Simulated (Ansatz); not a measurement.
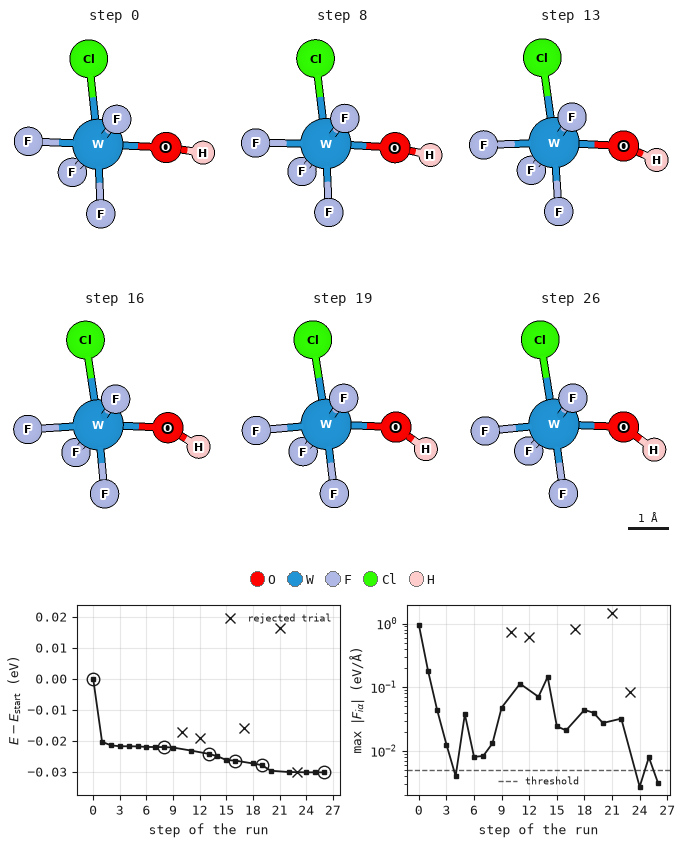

Frames of a relaxation of WHOClF₄, marked on the history of the run. The picture is a ball-and-stick view, seen at a tilt.

The start comes from GFN2-xTB.

Method: Ansatz 0.2.0, RKS PBE0-D4/def2-TZVP. Set-up: force threshold 0.005 eV/Å; at most 150 steps.

**Describe the path.**

After 21 accepted moves (26 points after the start) the energy has fallen by 0.030 eV. Largest force component: 0.96 eV/Å at the start, 0.0031 eV/Å at the end. The line search rejected the trial steps at points 10, 12, 17, 21, 23 of the run. The forces were under the threshold at step 4, but the run went on from there. The H atom moves most after the best rigid fit: 0.41 Å. By element the largest moves are H 0.41 Å, F 0.20 Å, Cl 0.13 Å, O 0.11 Å, W 0.08 Å. Near-neighbour distances that change, for instance: O–W 1.801 → 1.836 Å, Cl–W 2.297 → 2.269 Å, F–W 1.829 → 1.845 Å, F–W 1.870 → 1.862 Å. Among the angles between lasting bonds that change: W–O–H 174.5° → 142.7°, O–W–F 179.6° → 172.0°, F–W–Cl 88.6° → 93.6°. Cost: 2.2 min on 4 threads of AMD EPYC 7R43 64-Core, on a shared host. From step 0 to 8: the H atom moves most (0.07 Å), energy −0.022 eV. From step 8 to 13: the H atom moves most (0.13 Å), energy −0.002 eV. From step 13 to 16: the H atom moves most (0.11 Å), energy −0.002 eV. From step 16 to 19: the H atom moves most (0.09 Å), energy −0.001 eV. From step 19 to 26: the H atom moves most (0.15 Å), energy −0.002 eV.

```csv
step,"E − E(0), eV","largest force component, eV/Å",note
0,0.0000,0.9605,
1,-0.0203,0.1814,
2,-0.0215,0.0434,
3,-0.0217,0.0126,
4,-0.0218,0.0040,
5,-0.0218,0.0377,
6,-0.0220,0.0081,
7,-0.0220,0.0083,
8,-0.0220,0.0132,
9,-0.0222,0.0481,
10,-0.0173,0.7388,rejected
11,-0.0231,0.1136,
12,-0.0190,0.6255,rejected
13,-0.0242,0.0709,
14,-0.0250,0.1454,
15,-0.0262,0.0244,
16,-0.0264,0.0210,
17,-0.0157,0.8323,rejected
18,-0.0273,0.0441,
19,-0.0278,0.0396,
20,-0.0296,0.0275,
21,0.0164,1.4439,rejected
22,-0.0301,0.0322,
23,-0.0300,0.0833,rejected
24,-0.0302,0.0027,
25,-0.0302,0.0079,
26,-0.0302,0.0031,
```
